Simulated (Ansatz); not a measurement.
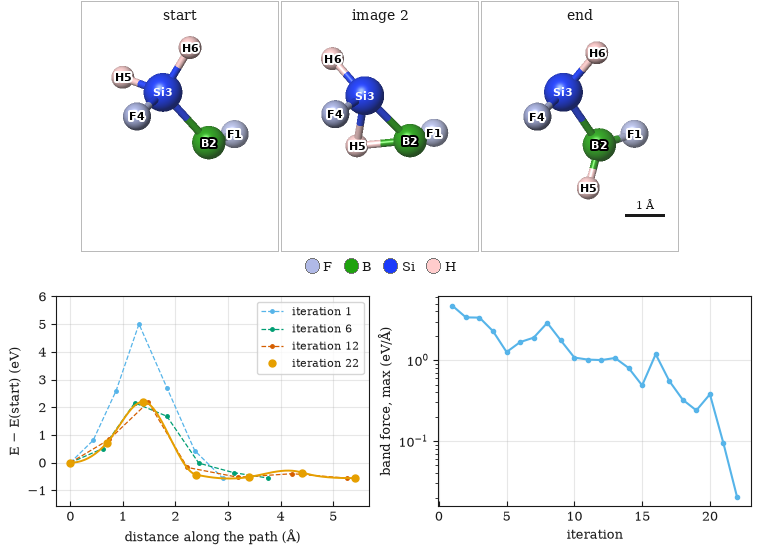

NEB run on BSiH2F2 (multiplicity 2). Images are numbered from 0 (start) to 6 (end). The plot follows the band through its iterations. Style: ball-and-stick. Shown from a free direction.

Theory: Ansatz 0.2.0, UHF/STO-3G. Run with 5 movable images; climbing image; force threshold 0.05 eV/Å; iteration limit 60; starting path through a guess of the saddle point.

How did the profile develop, and is the result final?

The run is converged, with reservations. The band converged in 22 iterations. The largest component of the band force went from 4.7 to 0.021 eV/Å. The climbing image converged on the top of the path. Its vibrational analysis gives one imaginary mode (681i cm⁻¹), as a transition state must have. The first iteration put the highest image at 5.01 eV. Forward barrier 2.20 eV, backward barrier 2.76 eV, with image 2 at the top; the reaction energy is −0.56 eV. The profile has 2 maxima (images 2, 5) with a dip at image 4 (−0.52 eV), so the process runs in steps.

Limits of the set-up: STO-3G is a minimal basis, so the numbers are rough.

Cost: 35 s on 1 thread of Arm Neoverse V2 (shared host), peak memory 0.08 GiB.
